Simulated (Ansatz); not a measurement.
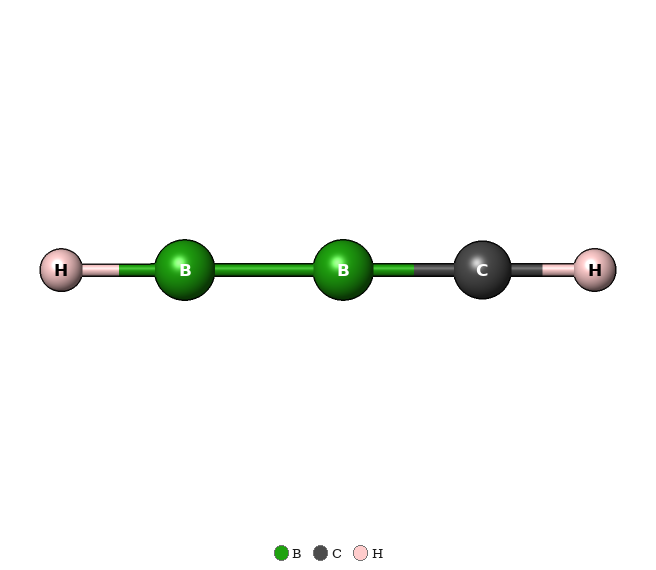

The picture shows a molecular structure as a ball-and-stick model.

What is the molecular formula?

Answer. CH₂B₂, 5 atoms: 1 carbon, 2 hydrogen and 2 boron.

Count the bonded pairs by element.

Answer. 1 C–B, 1 B–B, 1 B–H, 1 C–H. Sticks follow a distance rule.

What is the point group of this geometry?

Answer. C∞v.

How many atoms are distinct by symmetry?

Answer. 5: 1 B, 1 C, 1 B, 1 H, 1 H.

More results for the same structure follow; atom numbers are the same in all pictures, views and colours differ. Computed geometry: PBE0-D4/def2-TZVP optimisation. No frequency run is at hand to confirm it as a minimum.

### Shape

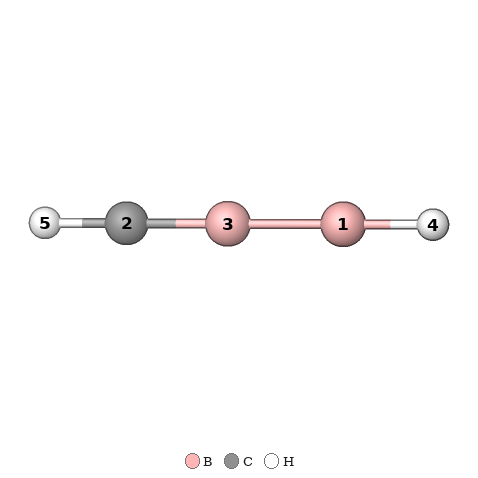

Numbered structure. No frequency run is at hand to confirm it as a minimum.

Estimate the angles B3–B1–H4, B3–C2–H5, B1–B3–C2.

```json
{"angle": "B3–B1–H4", "degrees": "180.0"}
{"angle": "B3–C2–H5", "degrees": "180.0"}
{"angle": "B1–B3–C2", "degrees": "180.0"}
```

### Electronic properties

No frequency run is at hand to confirm it as a minimum. Properties computed with RKS PBE0-D4/def2-TZVPP (Ansatz 0.2.0).

What does the calculation give?

- HOMO energy (Kohn–Sham orbital): −7.02 eV
- LUMO energy (Kohn–Sham orbital): −2.95 eV
- HOMO–LUMO gap: 4.07 eV

### Dipole moment

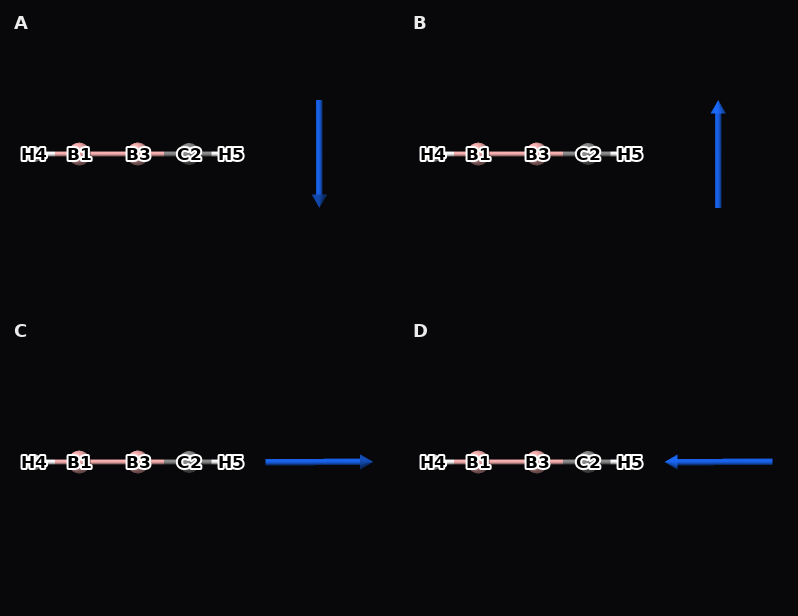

The same molecule four times, each with an arrow. No frequency run is at hand to confirm it as a minimum. Method: RKS PBE0-D4/def2-TZVP (Ansatz 0.2.0).

Which arrow points along the dipole moment, from the negative to the positive end?

Answer. D. The dipole moment is 1.45 D; it points from the side of H5 to the side of H4 (the outermost atoms at the two ends).

### Charges

The questions are on Mulliken charges. No frequency run is at hand to confirm it as a minimum. Properties computed with RKS PBE0-D4/def2-TZVP (Ansatz 0.2.0).

Which atom carries the highest charge (most positive or least negative)?

Answer. H5 (0.19 e).

And the lowest?

Answer. B3 (−0.42 e).

List the Mulliken charges.

| atom | value (e) |
| --- | --- |
| B1 | 0.08 |
| C2 | 0.04 |
| B3 | −0.42 |
| H4 | 0.11 |
| H5 | 0.19 |

Mulliken values depend strongly on the basis set and can even reverse the polarity of a bond.
